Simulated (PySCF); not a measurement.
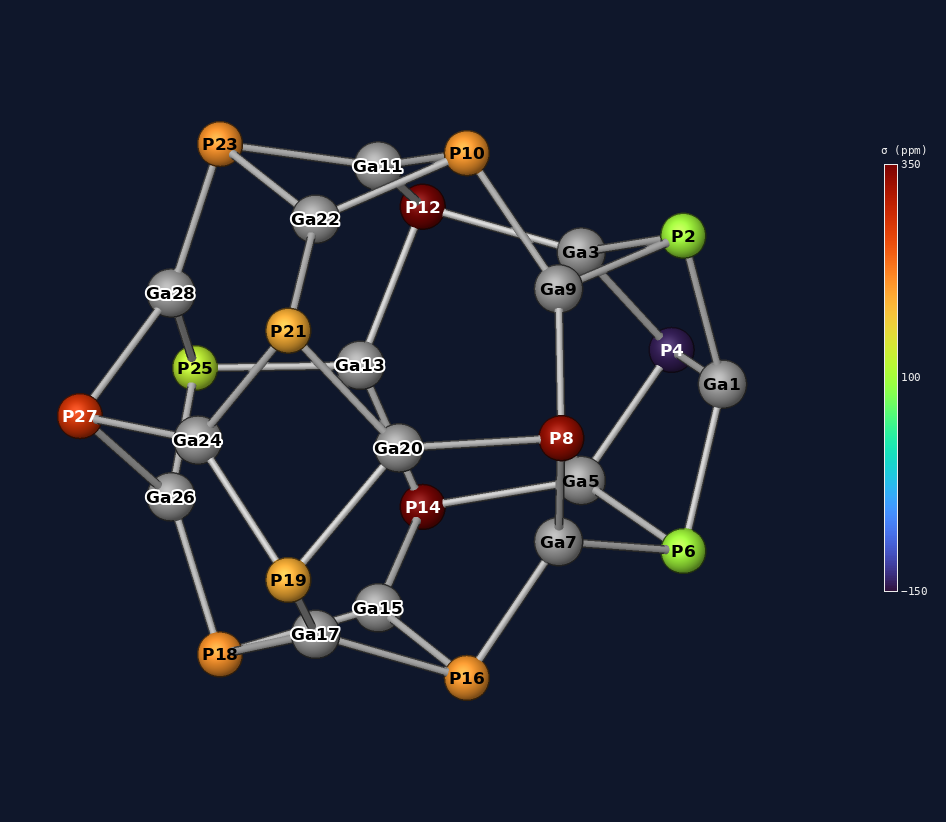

Atoms are coloured by their isotropic NMR shieldings (P only, the others grey). The computed structure is the end point of a GFN2-xTB optimisation. No frequency run is at hand to confirm it as a minimum. Level of theory: GIAO KT3/pcSseg-1 NMR shielding, non-relativistic, gas phase (PySCF 2.14.0).

List the isotropic NMR shieldings of the P atoms.

| atom | σ (ppm) |
| --- | --- |
| P2 | 101.2 |
| P4 | −140.2 |
| P6 | 101.2 |
| P8 | 330.3 |
| P10 | 206.0 |
| P12 | 348.2 |
| P14 | 348.1 |
| P16 | 205.9 |
| P18 | 209.8 |
| P19 | 189.9 |
| P21 | 189.9 |
| P23 | 209.8 |
| P25 | 121.6 |
| P27 | 281.7 |

The geometry is semi-empirical. Around Ga, P such bond lengths and angles can be off by a tenth of an ångström or more and by several degrees, and values that hang on the shape move with them.
